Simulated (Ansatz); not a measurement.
```yaml
atoms:
  - { symbol: Gd, position_ang: [0.0016, -0.0003, 0.0019] }
  - { symbol: N, position_ang: [-0.0067, 0.0152, 2.5328] }
  - { symbol: H, position_ang: [0.8352, 0.4119, 2.9760] }
  - { symbol: H, position_ang: [-0.0869, -0.9085, 2.9832] }
  - { symbol: H, position_ang: [-0.7689, 0.5501, 2.9746] }
  - { symbol: N, position_ang: [-0.0193, -0.0116, -2.5285] }
  - { symbol: H, position_ang: [-0.8386, -0.4614, -2.9632] }
  - { symbol: H, position_ang: [0.7715, -0.4933, -2.9811] }
  - { symbol: H, position_ang: [-0.0053, 0.9167, -2.9763] }
  - { symbol: N, position_ang: [2.5323, -0.0172, 0.0052] }
  - { symbol: H, position_ang: [2.9818, 0.9098, -0.0301] }
  - { symbol: H, position_ang: [2.9782, -0.5153, -0.7793] }
  - { symbol: H, position_ang: [2.9723, -0.4520, 0.8297] }
  - { symbol: N, position_ang: [-2.5288, 0.0131, -0.0344] }
  - { symbol: H, position_ang: [-2.9593, 0.5724, -0.7857] }
  - { symbol: H, position_ang: [-2.9869, 0.3797, 0.8130] }
  - { symbol: H, position_ang: [-2.9753, -0.9085, -0.1524] }
  - { symbol: N, position_ang: [0.0201, 2.5300, 0.0155] }
  - { symbol: H, position_ang: [0.3061, 2.9640, 0.9057] }
  - { symbol: H, position_ang: [-0.8864, 2.9817, -0.1762] }
  - { symbol: H, position_ang: [0.6472, 2.9790, -0.6682] }
  - { symbol: N, position_ang: [0.0029, -2.5303, 0.0097] }
  - { symbol: H, position_ang: [-0.2088, -2.9754, -0.8957] }
  - { symbol: H, position_ang: [-0.6728, -2.9777, 0.6467] }
  - { symbol: H, position_ang: [0.8949, -2.9723, 0.2770] }
```

Geometry: r2SCAN-D4/def2-SVP.

Computed with UKS PBE0-D4/def2-TZVP (Ansatz).

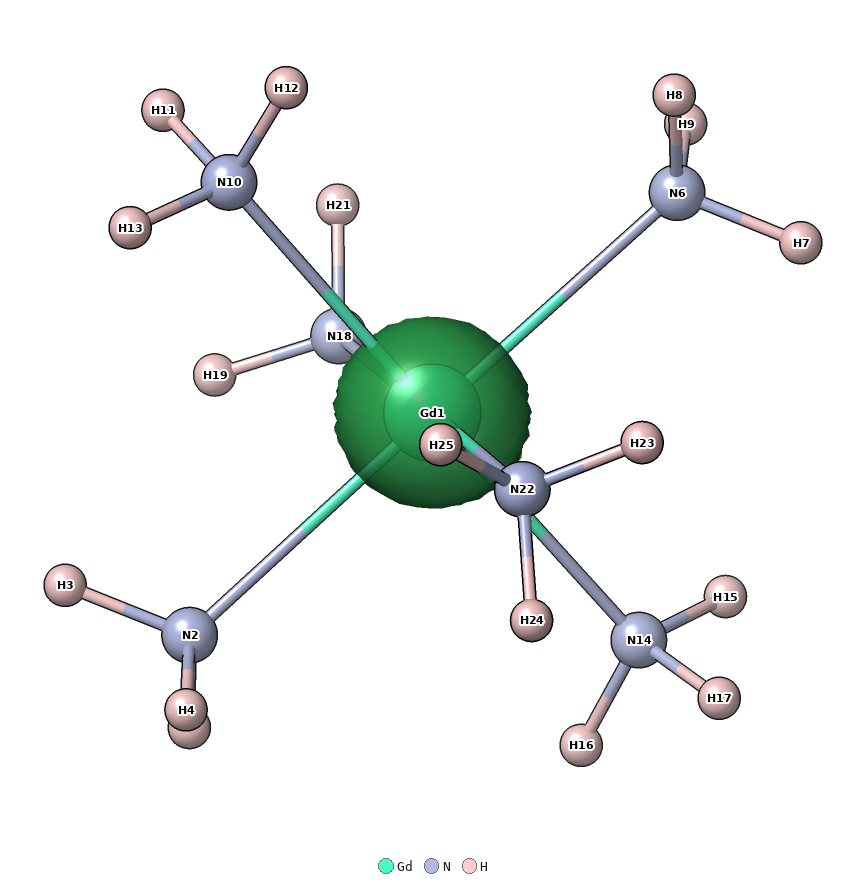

GdH18N6 (charge +3, octet). Isosurfaces of the spin density at +0.5 (green) and −0.5 e/Å³ (red), seen from one side.

Describe the spin distribution.

The unpaired spin (7 electrons) lies mostly on Gd1 (about 7.0), in electrons by Hirshfeld's partition. Only one sign reaches the isovalue.
